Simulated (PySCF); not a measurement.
# PBE/STO-3G run of SiH3Cl (chlorosilane)

What is the energy change on altering one bond length of SiH3Cl (chlorosilane) at PBE/STO-3G? The job is set up through a Python script.

The results are computed with PySCF 2.14.0.

9 further runs of the same task are left out: 9 set aside as unsound or not needed.

**1. The system as given**

SiH3Cl has 5 atoms, charge 0, and is taken as a singlet. As SMILES, `[SiH3]Cl`. Geometry: relaxed at PBE0-D4/def2-TZVP.

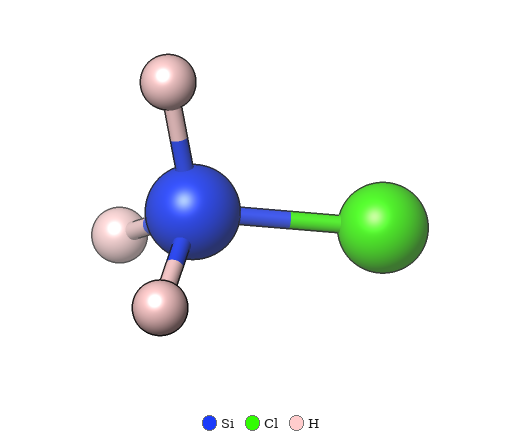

The structure, seen from a chosen angle (silicon blue, chlorine green, hydrogen pink).

**2. The energy at PBE/STO-3G**

mol.xyz

```xyz
5

Si    -0.112000     0.018600    -0.030900
Cl     1.838300    -0.513500     0.329900
H     -0.950900    -0.488300     1.079100
H     -0.534700    -0.585700    -1.314900
H     -0.190800     1.495400    -0.104700
```

input.py

```python
from pyscf import gto, dft

mol = gto.M(
    atom='mol.xyz',
    verbose=3,
    max_memory=1860,
    charge=0,
    basis='sto-3g',
)

mf = dft.RKS(mol, xc='pbe')
mf.conv_tol = 1e-10
mf.grids.level = 5
mf.kernel()
if not mf.converged:
    mf = mf.newton().run(mf.mo_coeff, mf.mo_occ)

energy = mf.e_tot
print('E(%s) = %.9f' % ('PBE', energy))
```

On the command line:

```console
OMP_NUM_THREADS=1 python input.py
```

Log:

```text
converged SCF energy = -742.784707218553
E(PBE) = -742.784707219
```

It took 2.8 s on 1 thread of Arm Neoverse V1, shared host; peak memory 0.2 GiB.

**3. The distorted shape, same level**

run.py

```python
from pyscf import gto, dft

system = gto.Mole()
system.atom = '''
Si     0.105437     0.226746    -0.477950
Cl     3.790970    -0.778777     0.203864
H     -1.796941    -0.922753     2.039203
H     -0.693350    -0.915215    -2.904358
H     -0.043473     3.017494    -0.617411
'''
system.max_memory = 1860
system.spin = 0
system.charge = 0
system.basis = 'sto-3g'
system.unit = 'bohr'
system.verbose = 3
system.build()

mf = dft.RKS(system)
mf.xc = 'pbe'
mf.conv_tol = 1e-10
mf.grids.level = 5
mf.kernel()
if not mf.converged:
    mf = mf.newton().run(mf.mo_coeff, mf.mo_occ)

e_tot = mf.e_tot
print(f'total energy: {e_tot:.8f} hartree')
```

On the command line:

```console
OMP_NUM_THREADS=1 python run.py
```

Log:

```text
converged SCF energy = -742.754219004156
total energy: -742.75421900 hartree
```

Wall time 2.5 s (1 thread of Arm Neoverse V1, shared host); peak memory 0.2 GiB.

**4. Summary of results**

Level: PBE/STO-3G.

| quantity | value |
| --- | --- |
| first shape: total energy | -742.78471 Eh |
| first shape: dipole moment | 2.44 D |
| first shape: HOMO energy | -5.07 eV |
| first shape: LUMO energy | 3.39 eV |
| first shape: HOMO–LUMO gap | 8.46 eV |
| distorted shape: total energy | -742.75422 Eh |
| distorted shape: dipole moment | 2.35 D |
| distorted shape: HOMO energy | -5.01 eV |
| distorted shape: LUMO energy | 2.82 eV |
| distorted shape: HOMO–LUMO gap | 7.83 eV |
| energy change with the Si1–H3 bond stretched from 1.481 to 1.777 Å | 0.830 eV |

What this shows: With the Si1–H3 bond stretched from 1.481 to 1.777 Å the energy rises by 0.83 eV (80.0 kJ/mol). The first shape isn't relaxed at this level, so the change isn't measured from a minimum. The minimal basis adds a large error of its own.
